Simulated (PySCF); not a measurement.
**C5H5NOS (SMILES C=Nc1ccc(O)s1): density, localisation and related maps**

```xyz
13

C     2.7632    0.6713    0.1968
N     2.0059   -0.2359   -0.2532
C     0.6732   -0.2294   -0.1719
C    -0.1602   -1.2114   -0.6329
C    -1.5264   -0.9685   -0.4188
C    -1.7558    0.2196    0.2134
O    -2.9608    0.7088    0.5471
S    -0.2979    1.0830    0.5718
H     2.3996    1.5674    0.7052
H     3.8269    0.5539    0.0705
H     0.2225   -2.0916   -1.1162
H    -2.3179   -1.6321   -0.7120
H    -2.8766    1.5654    0.9826
```

Geometry: GFN2-xTB.

Level of theory: PBE0/pcSseg-1, SCF density, gas phase, non-relativistic (PySCF).

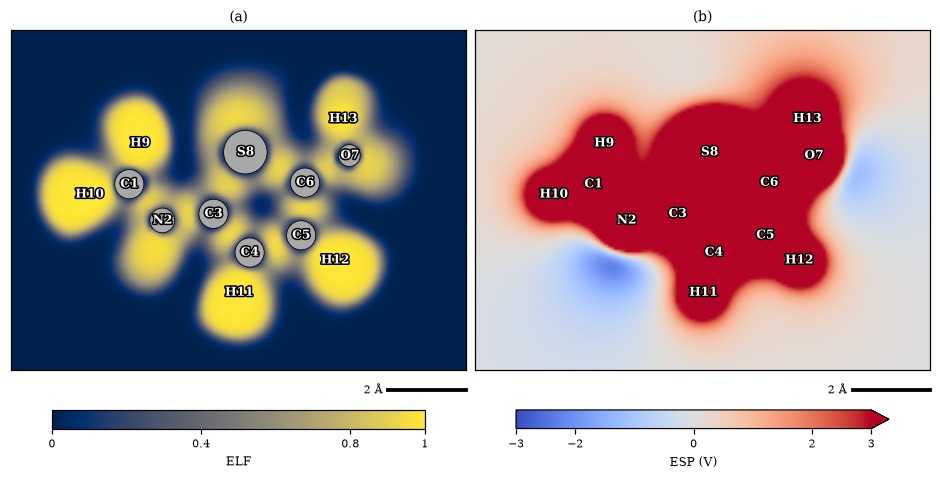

Figure 1. (a) electron localisation function; (b) molecular electrostatic potential on the molecular plane. Grey discs cover the atomic cores in the ELF map.

Q: What do the fields say about this system?

A: Atoms in the plane: C, N, O, S and H.
C–N (1.26 Å): the ELF peaks at about 0.90 between the atoms; a short, multiple covalent bond.
C–O (1.34 Å): the ELF peaks at about 0.90 between the atoms: a shared but strongly polarised pair.
C–C (1.37 Å): the ELF peaks at about 0.95 between the atoms: localised, covalent bonding.
C–S (1.73 Å): the ELF peaks at about 0.90 between the atoms; localised, covalent bonding.
O–H (0.96 Å): the ELF climbs to about 1 towards the hydrogen, as it does in any bond to H; a covalent bond by its length.
The ELF also peaks beside N2, O7 and S8, away from the bonds: lone-pair regions.
Outside the dense part of the molecule the potential is most negative (−2.2 V) near N2.

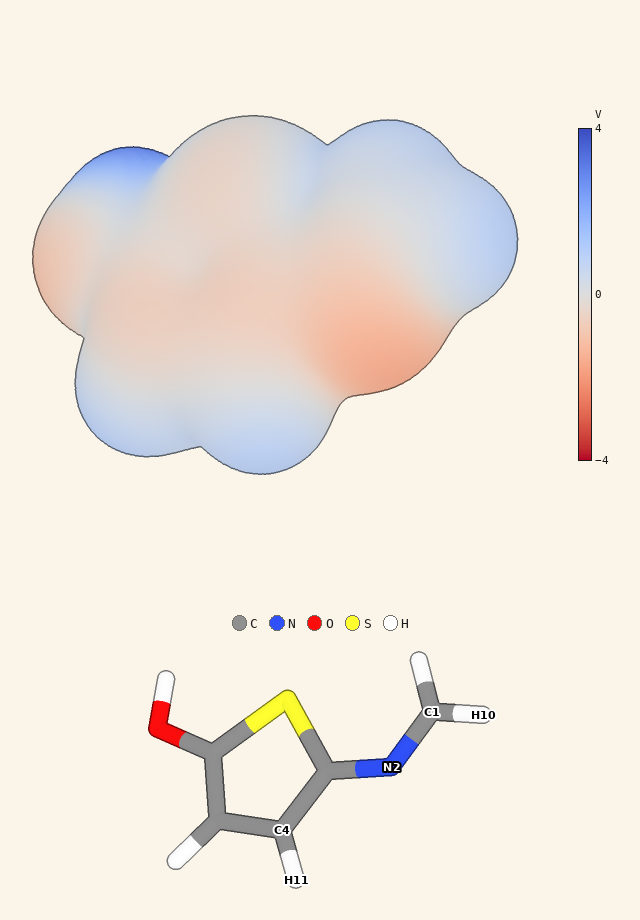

Figure 2. The electrostatic potential painted on the density surface at 0.002 e/bohr³, seen at a tilt; red is negative and blue positive. The bare structure is drawn below in the same view.

Q: Where is the surface potential most negative and most positive?

A: The most negative region (about −1.5 V) lies over N2, the most positive (about +3.0 V) over H13. N2 is the likeliest acceptor of a hydrogen bond.

Q: How polar is the molecule by this calculation?

A: Its dipole moment is 1.95 D.
